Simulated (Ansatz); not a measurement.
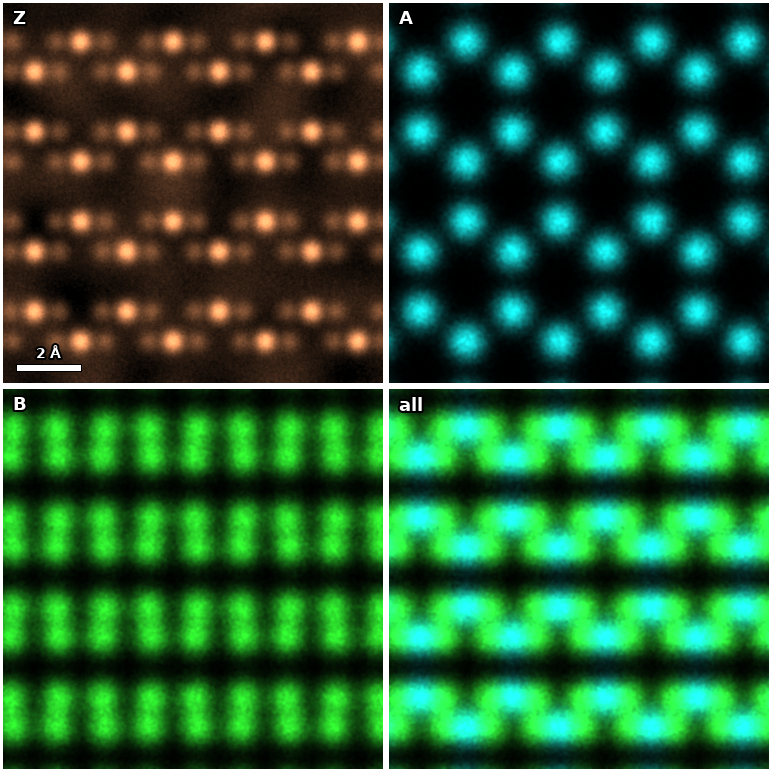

WSe2 (P6_3/mmc, No. 194) along [201]. Panel Z: Simulation: incoherent imaging, intensity Z^1.7 per atom, probe width 0.50 Å, thin sample. The probe carries 15 % of its weight in a tail 2.5 times as wide. The display is stretched by a gamma of 0.8; percentages refer to the linear signal. Shot noise and the speckle of an amorphous layer were added. The other panels are simulated element maps (the number of atoms of one element along the beam, blurred by 0.9 Å, with counting noise; each on its own scale, no channelling); the last overlays them. Model: coordinates from a relaxation with DFT, PBE-D3(BJ), plane waves, PAW (Ansatz 0.2.0); the starting structure was generated, so it need not be a known form of this composition.

```yaml
crystal:
  lattice:
    - [3.27874, 0.00000, 0.00000]
    - [-1.63937, 2.83947, 0.00000]
    - [0.00000, 0.00000, 12.79149]
  atoms:
    - { symbol: W, position: [0.33333, 0.66667, 0.25000] }
    - { symbol: W, position: [0.66667, 0.33333, 0.75000] }
    - { symbol: Se, position: [0.66667, 0.33333, 0.38168] }
    - { symbol: Se, position: [0.66667, 0.33333, 0.11832] }
    - { symbol: Se, position: [0.33333, 0.66667, 0.88168] }
    - { symbol: Se, position: [0.33333, 0.66667, 0.61832] }
```

Question: Which element does each lettered map show?

Answer: A: W, B: Se. The projected cell (2.92 × 3.19 Å, 117°) holds 6 columns: 4 of Se and 2 of W. No column is shared by two of the mapped elements.
